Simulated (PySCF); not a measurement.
Input file:

```
{"job": {"kind": "nmr", "xc": "PBE0", "basis": "pcSseg-1"}, "charge": 0, "multiplicity": 1}
C      1.793644     1.104755     1.060306
C      1.755556     0.008252     0.038927
Si     3.248102    -1.155621    -0.040223
C      0.737351    -0.175139    -0.794773
Cl     0.858421    -1.518189    -1.904587
C     -0.550100     0.570295    -0.942677
C     -1.749559    -0.232578    -0.408250
C     -1.605135    -0.490088     1.088417
C     -3.047795     0.515403    -0.697715
H      2.617137     1.782535     0.837552
H      0.872687     1.678605     1.102904
H      1.977636     0.676214     2.044224
H      4.201414    -0.691681     0.972439
H      3.865588    -1.088001    -1.363688
H      2.827310    -2.519869     0.280158
H     -0.713682     0.778291    -2.003231
H     -0.492578     1.524295    -0.417656
H     -1.774034    -1.195262    -0.929010
H     -0.670360    -1.002877     1.301730
H     -1.616124     0.448943     1.638198
H     -2.426204    -1.106271     1.447170
H     -3.175707     0.671153    -1.766449
H     -3.044352     1.486530    -0.206289
H     -3.900951    -0.049931    -0.329922
```

Launched as:

```sh
OMP_NUM_THREADS=1 python probes_run.py task.json out
```

Geometry: GFN2-xTB.

These are results of PySCF, PBE0/pcSseg-1, SCF density, gas phase, non-relativistic, not measurements.

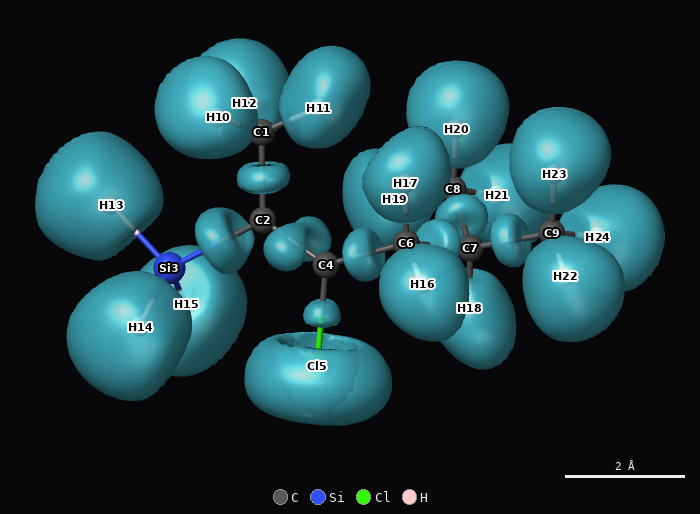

C₇H₁₅ClSi. Isosurface of the electron localisation function at 0.8 (cyan), seen across its widest extent. Only the valence region is drawn (cores and ρ < 0.01 e/Å³ removed).

Identify the bonds, lone pairs and shells in this picture.

The surface consists of six regions between bonded C–C atoms (shared pairs), one region between bonded C–Cl atoms (shared pairs), one region between bonded C–Si atoms (shared pairs), 15 regions around hydrogen nuclei and one ring or bowl of non-bonding electrons around Cl. Profiles from the grid: C–C (1.33 Å): the ELF peaks at about 0.90 between the atoms: a multiple bond. C–Cl (1.75 Å): the ELF peaks at about 0.90 between the atoms, as expected for a shared electron pair.
